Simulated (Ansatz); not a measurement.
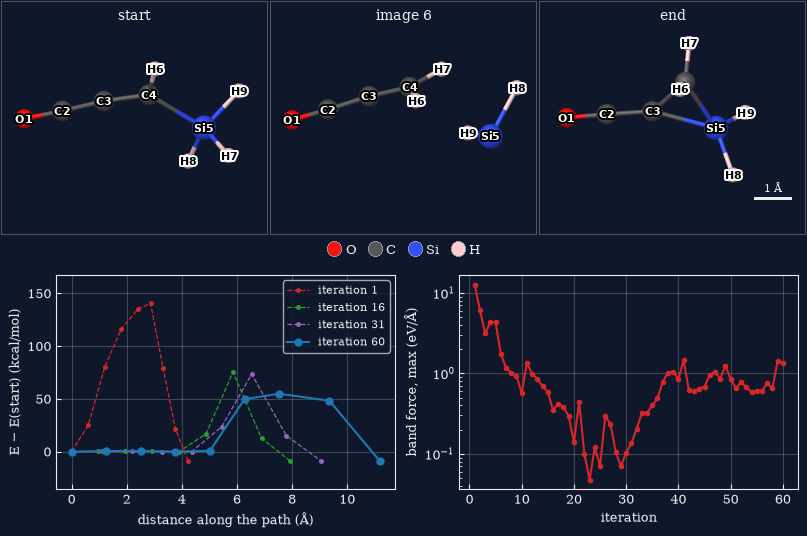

A search for the minimum-energy path of C3H4OSi by the nudged elastic band. Images are numbered from 0 (start) to 8 (end). The plot follows the band through its iterations. A ball-and-stick model, seen from a free direction.

All numbers below come from RHF/def2-SVP in Ansatz 0.2.0. Settings: 7 movable images; climbing image; force threshold 0.03 eV/Å; iteration limit 60; starting path through a guess of the saddle point.

Q: Did the band converge, and can the barrier be trusted?

A: The result isn't final. The band hadn't converged when the run stopped after 60 iterations. The largest component of the band force went from 13 to 1.4 eV/Å. The barrier read from it is provisional: over the last two iterations the highest image moved from 56.0 kcal/mol to 54.9 kcal/mol. The first iteration put the highest image at 140.8 kcal/mol. The energy climbs by 54.9 kcal/mol to image 6 and then falls by 63.7 kcal/mol, so the end point sits at −8.8 kcal/mol.

Limits of the set-up: Hartree-Fock leaves out electron correlation.

Cost: 8.7 min on 1 thread of Arm Neoverse V2, with other jobs on the host, peak memory 0.18 GiB.
